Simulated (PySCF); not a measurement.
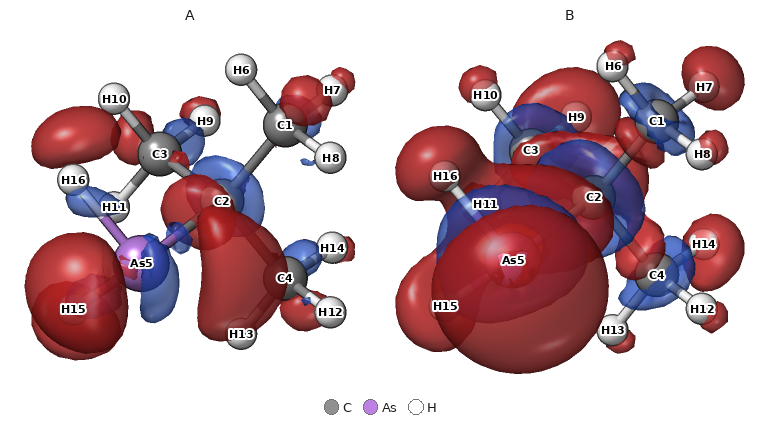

Figure 1: C₄H₁₁As, SMILES `CC(C)(C)[AsH2]`. The two Fukui functions at ±0.02 e/Å³ (red positive, blue negative).

Method: B3LYP/cc-pVDZ; geometry: GFN2-xTB; program: PySCF. No frequency check shows the geometry to be a minimum. GFN2-xTB bond lengths at metals and heavier atoms can be off by up to 0.1 Å and shapes distorted, which carries into these values.

The calculation's input:

```python
import numpy as np
from pyscf import gto, scf, dft
from pyscf.scf import atom_ks, atom_hf
from scipy.linalg import block_diag

def solve(mol, dm0=None, hcore=None):
    mf = (dft.UKS if mol.spin else dft.RKS)(mol, xc='b3lyp')
    mf.grids.level = 3
    mf = mf.density_fit(auxbasis='def2-universal-jkfit')
    mf.conv_tol, mf.max_cycle = 1e-8, 80
    if hcore is not None:
        mf.get_hcore = lambda *args: hcore
    mf.kernel(dm0)
    if not mf.converged:
        mf = mf.newton().run(mf.mo_coeff, mf.mo_occ, max_cycle=30)
    assert mf.converged, 'SCF not converged'
    return mf

mol = gto.M(atom='''
C      1.32431    -1.23731    -0.73693
C      0.82712    -0.00010     0.00614
C      1.33821    -0.01984     1.44106
C      1.32423     1.25711    -0.70274
As    -1.19100     0.00084    -0.06169
H      0.96264    -2.14519    -0.25122
H      2.41412    -1.26901    -0.75501
H      0.96534    -1.23365    -1.76780
H      2.42883    -0.01982     1.46091
H      0.98813    -0.91119     1.96238
H      0.98807     0.85712     1.98661
H      0.96525     1.28168    -1.73333
H      0.96250     2.15132    -0.19234
H      2.41404     1.28938    -0.71995
H     -1.33458     1.04166     1.01468
H     -1.33451    -1.06917     0.98575
''', basis='cc-pvdz', charge=0, spin=0, verbose=4)
mf = solve(mol)
out = dict(e0=mf.e_tot, dm0=mf.make_rdm1(), c=mf.mo_coeff, occ=mf.mo_occ, eps=mf.mo_energy)
for name, dq, spin in [('cation', 1, 1), ('anion', -1, 1)]:
    ion = mol.copy().set(charge=mol.charge + dq, spin=spin).build()
    mi = solve(ion)
    if spin and dq > 0 and mol.nao < 130:
        c, _, stable, _ = mi.stability(return_status=True)
        if not stable:
            mi = solve(ion, mi.make_rdm1(c, mi.mo_occ))
    print(name, 'vertical energy change / eV', (mi.e_tot - mf.e_tot) * 27.211386)
    out.update({'e_' + name: mi.e_tot, 'dm_' + name: mi.make_rdm1(), 's2_' + name: mi.spin_square()[0], 'eps_' + name: mi.mo_energy, 'occ_' + name: mi.mo_occ})
# spherically averaged free atoms, for the promolecule
atm = atom_ks.get_atm_nrks(mol, xc='b3lyp')
pro = block_diag(*[(atm[a[0]][2] * atm[a[0]][3]) @ atm[a[0]][2].T for a in mol._atom])
np.savez('result.npz', pro=pro, **out)
```

Launched as:

```sh
OMP_NUM_THREADS=1 python input.py
```

The run took 100 s on 1 thread of Intel(R) Xeon(R) Platinum 8259CL CPU @ 2.50GHz (Skylake/Cascade Lake), with other jobs on the host, peak memory 0.72 GiB.

Partitions, critical points and surface values were worked out afterwards from this run's density.

**Which panel is f⁻ (electron removed) and which f⁺ (electron added)?**

A is f⁺, B is f⁻. f⁻ (Hirshfeld-condensed) is largest on As5 (0.41); the vertical ionisation energy is 9.07 eV (the stability of the cation's solution wasn't checked). f⁺ (Hirshfeld-condensed) is largest on As5 (0.28); the vertical electron affinity is −2.21 eV (the stability of the anion's solution wasn't checked; negative, but this basis has no diffuse functions, so it doesn't show that the anion is unbound).

**What chemical potential and hardness follow from the two energies?**

μ = −(I + A)/2 = −3.43 eV and η = I − A = 11.28 eV.
